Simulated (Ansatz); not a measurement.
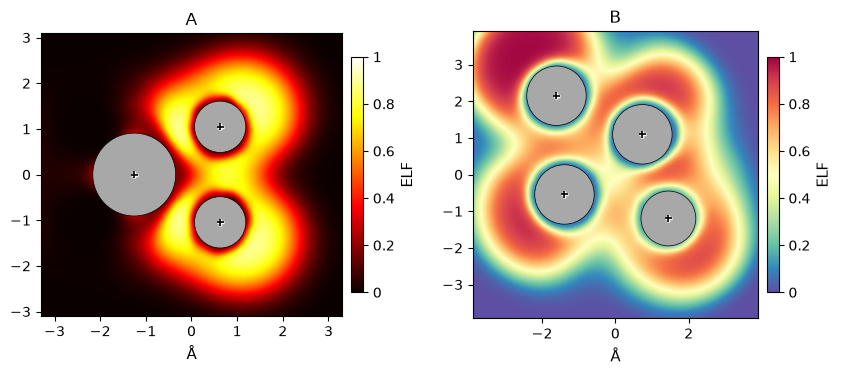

The ELF of 2 systems, each on a plane through atoms (crosses mark nuclei in the plane; grey discs cover the cores).

Computed with RKS PBE0-D4/def2-TZVPD in Ansatz.

System 1: Al₅As···Al (charge −1), the plane of atoms Al3, As1 and Al4. Geometry: PBE0-D4/def2-SVPD.

```xyz
7

As   -1.9135    0.9739   -1.4833
Al   -0.1581   -0.6514    1.9282
Al   -1.2122   -1.1157   -0.5290
Al    0.9114    0.2849   -1.3849
Al   -0.5965    1.5686    0.4318
Al    1.8323    0.9875    1.0616
Al    1.1366   -2.0479   -0.0244
```

System 2: CoS₂ (charge −1), the molecular plane. Geometry: PBE0-D4/def2-TZVPD; the highest occupied orbital lies above zero, a sign that basis and functional describe the outermost electron poorly.

```xyz
3

Co   -0.6736   -0.4100    0.9751
S     0.6010    1.0600    0.0545
S     0.0726   -0.6500   -1.0296
```

Question: Which map belongs to which system?

Answer: Panel A is system 2, CoS₂: the plane holds Co and S. S–S (2.09 Å): the ELF peaks at about 0.80 between the atoms (a covalent bond). Panel B is system 1, Al₅As···Al: the plane holds As and Al. Al3···Al4 (2.68 Å): the ELF reaches about 0.55 near the midpoint.
